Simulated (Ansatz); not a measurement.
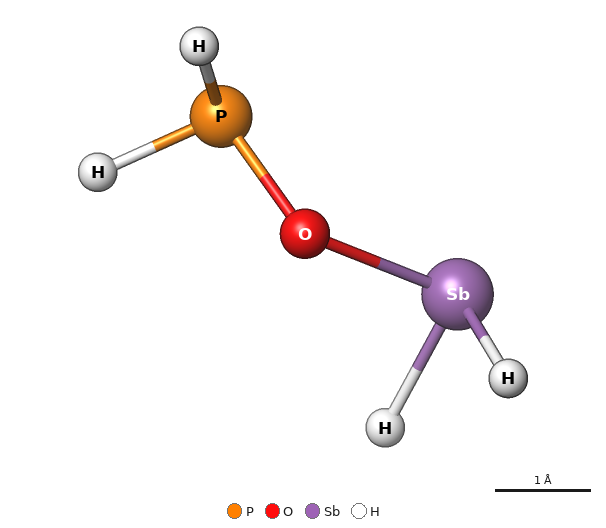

Rendered structure (ball-and-stick style). Every bond is drawn as one stick, whatever its order.

The geometry was computed by an optimisation with PBE0-D4/def2-TZVP.

What is the molecular formula?

Answer. H4OPSb, 7 atoms: 4 hydrogen, 1 oxygen, 1 phosphorus and 1 antimony.

What is the point group of this geometry?

Answer. C1.

Give a SMILES string for it.

Answer. P[O][SbH2]

Count the bonded pairs by element.

Answer. 2 P–H, 2 Sb–H, 1 O–P, 1 O–Sb.

More results for the same structure follow; atom numbers are the same in all pictures, views and colours differ.

### Shape

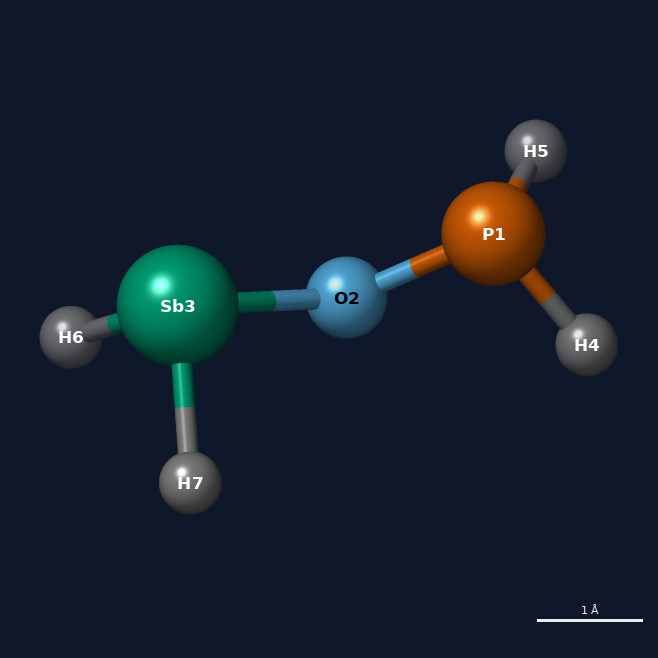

What are the angles O2–P1–H4, O2–P1–H5, H4–P1–H5, P1–O2–Sb3, O2–Sb3–H6, O2–Sb3–H7, H6–Sb3–H7?

| angle | degrees |
| --- | --- |
| O2–P1–H4 | 99.6 |
| O2–P1–H5 | 99.2 |
| H4–P1–H5 | 92.0 |
| P1–O2–Sb3 | 119.5 |
| O2–Sb3–H6 | 91.6 |
| O2–Sb3–H7 | 94.8 |
| H6–Sb3–H7 | 90.4 |

### Electronic properties

Method: RKS r2SCAN0-D4/def2-TZVPP, core potentials on Sb (Ansatz 0.2.0).

Predict the main results.

- HOMO energy (Kohn–Sham orbital): −7.00 eV
- LUMO energy (Kohn–Sham orbital): −1.43 eV
- HOMO–LUMO gap: 5.57 eV
- dispersion correction: −4.2 kJ/mol

### Vibrations

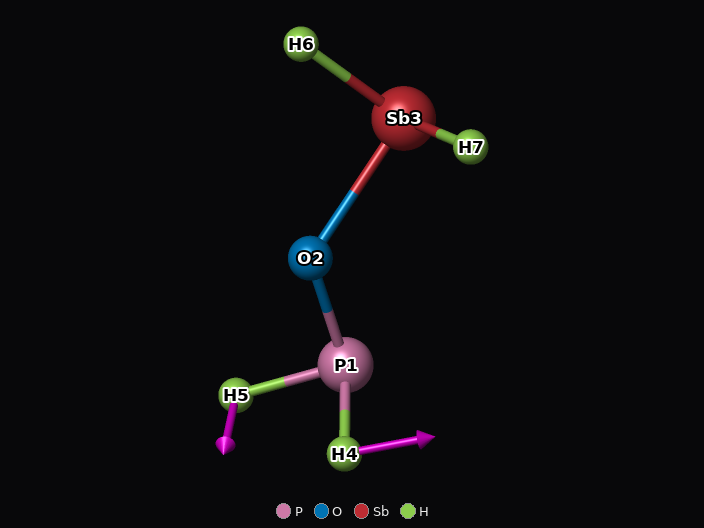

The arrows show one normal mode. Harmonic vibrations computed with RKS PBE0-D4/def2-TZVP, core potentials on Sb (Ansatz 0.2.0) at a stationary point of the same level.

What kind of motion is it?

Answer. A torsion or out-of-plane motion in which bond lengths and bond angles hardly change.

Estimate its harmonic wavenumber.

Answer. 97 cm⁻¹; it is mode 2 of 15 counted from the lowest.

### Charges

The questions are on Mulliken charges. Level of theory: RKS r2SCAN-D4/def2-TZVPP, core potentials on Sb (Ansatz 0.2.0).

Which atom carries the highest charge (most positive or least negative)?

Answer. Sb3 (0.62 e).

And the lowest?

Answer. O2 (−0.56 e).

List the Mulliken charges.

| atom | value (e) |
| --- | --- |
| P1 | 0.17 |
| O2 | −0.56 |
| Sb3 | 0.62 |
| H4 | −0.01 |
| H5 | −0.01 |
| H6 | −0.10 |
| H7 | −0.11 |

Mulliken values depend strongly on the basis set and can even reverse the polarity of a bond.
